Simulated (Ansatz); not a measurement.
Run report: GaH3BrCl, nudged elastic band

System: GaH3BrCl.
Method: RKS r2SCAN/def2-SVP (Ansatz 0.2.0).

One setting was made poor on purpose. It belongs to a series of runs on one base structure; here: band between the two ends.

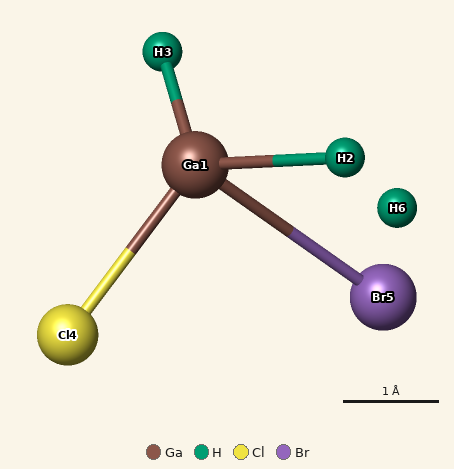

*The starting structure (ball-and-stick view, seen on its broad side; atoms are numbered from 1 in the order of the input). Sticks mark near contacts.*

Bond lengths as drawn: Br–Ga 2.72 Å, Cl–Ga 2.24 Å and Ga–H 1.57 to 1.92 Å.

**Outcome**

```json
{"quantity": "outcome", "value": "refused by the program"}
{"quantity": "hardware", "value": "4 threads of Arm Neoverse V2, 24 GiB of memory available, shared host"}
```

**Diagnosis**

The program refused the input: “invalid value for `neb.final_atoms`: is identical to crystal.atoms — the two endpoints must differ for a path to exist” A deliberately poor setting: ends not relaxed.

**Input**
```yaml
crystal:
  periodic: [false, false, false]
  atoms:
    - { symbol: Ga, position_ang: [0.0, 0.0, 0.0] }
    - { symbol: H, position_ang: [0.0, 0.0, 1.92] }
    - { symbol: H, position_ang: [1.3596, 0.0, -0.785] }
    - { symbol: Cl, position_ang: [-1.9398, 0.0, -1.12] }
    - { symbol: Br, position_ang: [-0.3484, -2.5576, 0.8577] }
    - { symbol: H, position_ang: [-0.1304, -0.9571, 2.0083] }
basis:
  gaussian: { orbitals: def2-SVP }
hamiltonian:
  xc: r2scan
neb:
  order_check: false
  images: 9
  f_tol: 0.05
  max_iterations: 60
  final_atoms:
    - { symbol: Ga, position_ang: [0.0, 0.0, 0.0] }
    - { symbol: H, position_ang: [0.0, 0.0, 1.92] }
    - { symbol: H, position_ang: [1.3596, 0.0, -0.785] }
    - { symbol: Cl, position_ang: [-1.9398, 0.0, -1.12] }
    - { symbol: Br, position_ang: [-0.3484, -2.5576, 0.8577] }
    - { symbol: H, position_ang: [-0.1304, -0.9571, 2.0083] }
  initial_path:
    images:
      - { positions_ang: [[0.0, 0.0, 0.0], [0.0, 0.0, 1.92], [1.3596, 0.0, -0.785], [-1.9398, 0.0, -1.12], [-0.3484, -2.5576, 0.8577], [-0.1304, -0.9571, 2.0083]] }
      - { positions_ang: [[0.0, 0.0, 0.0], [0.0, 0.0, 1.92], [1.3596, 0.0, -0.785], [-1.9398, 0.0, -1.12], [-0.3484, -2.5576, 0.8577], [-0.1304, -0.9571, 2.0083]] }
      - { positions_ang: [[0.0, 0.0, 0.0], [0.0, 0.0, 1.92], [1.3596, 0.0, -0.785], [-1.9398, 0.0, -1.12], [-0.3484, -2.5576, 0.8577], [-0.1304, -0.9571, 2.0083]] }
      - { positions_ang: [[0.0, 0.0, 0.0], [0.0, 0.0, 1.92], [1.3596, 0.0, -0.785], [-1.9398, 0.0, -1.12], [-0.3484, -2.5576, 0.8577], [-0.1304, -0.9571, 2.0083]] }
      - { positions_ang: [[0.0, 0.0, 0.0], [0.0, 0.0, 1.92], [1.3596, 0.0, -0.785], [-1.9398, 0.0, -1.12], [-0.3484, -2.5576, 0.8577], [-0.1304, -0.9571, 2.0083]] }
      - { positions_ang: [[0.0, 0.0, 0.0], [0.0, 0.0, 1.92], [1.3596, 0.0, -0.785], [-1.9398, 0.0, -1.12], [-0.3484, -2.5576, 0.8577], [-0.1304, -0.9571, 2.0083]] }
      - { positions_ang: [[0.0, 0.0, 0.0], [0.0, 0.0, 1.92], [1.3596, 0.0, -0.785], [-1.9398, 0.0, -1.12], [-0.3484, -2.5576, 0.8577], [-0.1304, -0.9571, 2.0083]] }
      - { positions_ang: [[0.0, 0.0, 0.0], [0.0, 0.0, 1.92], [1.3596, 0.0, -0.785], [-1.9398, 0.0, -1.12], [-0.3484, -2.5576, 0.8577], [-0.1304, -0.9571, 2.0083]] }
      - { positions_ang: [[0.0, 0.0, 0.0], [0.0, 0.0, 1.92], [1.3596, 0.0, -0.785], [-1.9398, 0.0, -1.12], [-0.3484, -2.5576, 0.8577], [-0.1304, -0.9571, 2.0083]] }
      - { positions_ang: [[0.0, 0.0, 0.0], [0.0, 0.0, 1.92], [1.3596, 0.0, -0.785], [-1.9398, 0.0, -1.12], [-0.3484, -2.5576, 0.8577], [-0.1304, -0.9571, 2.0083]] }
      - { positions_ang: [[0.0, 0.0, 0.0], [0.0, 0.0, 1.92], [1.3596, 0.0, -0.785], [-1.9398, 0.0, -1.12], [-0.3484, -2.5576, 0.8577], [-0.1304, -0.9571, 2.0083]] }
```

Launched with:
```bash
ansatz run input.yaml --threads 4 --pin off --max-ram 5120MiB --backend cpu --events-out ev --progress --plain --runs-dir out
```

**What the program printed**
```
Error: invalid value for `neb.final_atoms`: is identical to crystal.atoms — the two endpoints must differ for a path to exist
```
